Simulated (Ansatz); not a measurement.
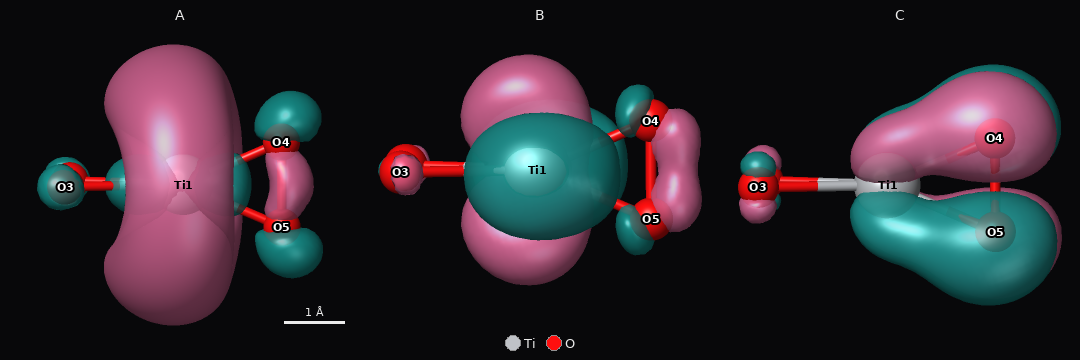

Figure 1: O4Ti (triplet). Three frontier orbitals at ±0.08 Å⁻³ᐟ² (teal and pink are the two phases), in no order.

Geometry: PBE0-D4/def2-SVP.

Method: UKS PBE0-D4/def2-TZVP in Ansatz.

The calculation's input:

```
crystal:
  periodic: [false, false, false]
  atoms:
    - {symbol: Ti, position_ang: [0.098775, -0.042225, 0.033082]}
    - {symbol: O, position_ang: [-1.697578, 0.157319, -0.920687]}
    - {symbol: O, position_ang: [-1.600231, 1.092148, -0.020329]}
    - {symbol: O, position_ang: [1.896918, -0.168709, -0.029823]}
    - {symbol: O, position_ang: [1.302124, -1.038521, 0.937756]}
basis:
  gaussian: {orbitals: def2-TZVP, initial_orbitals: start.molden}
magnetization: {spin_polarized: true, initial_magnetization: 2}
hamiltonian: {xc: pbe0, dispersion: d4}
scf: {omitted_lower_state_checks: [starts]}
output: {orbitals: {seedname: orbitals}}
```

Launched as:

```sh
ansatz run in.yaml --threads 4 --pin off --events-out ev --progress --plain --max-ram 4787MiB
```

Which picture is the HOMO−1, the HOMO and the LUMO? All are α orbitals.

Answer. C is the HOMO−1 (α) (−7.30 eV). By Hirshfeld shares it lies mainly on O4 (about 40 %), O5 (about 40 %) and Ti1 (about 15 %); π-antibonding (π*) across O4–O5. B is the HOMO (α) (−6.39 eV). It lies mainly on Ti1 (about 95 %). A is the LUMO (α) (−2.58 eV). Its weight (Hirshfeld) is mainly on Ti1 (about 85 %).

What is the gap between the highest occupied and lowest empty α orbitals?

Answer. 3.81 eV between the orbital energies.
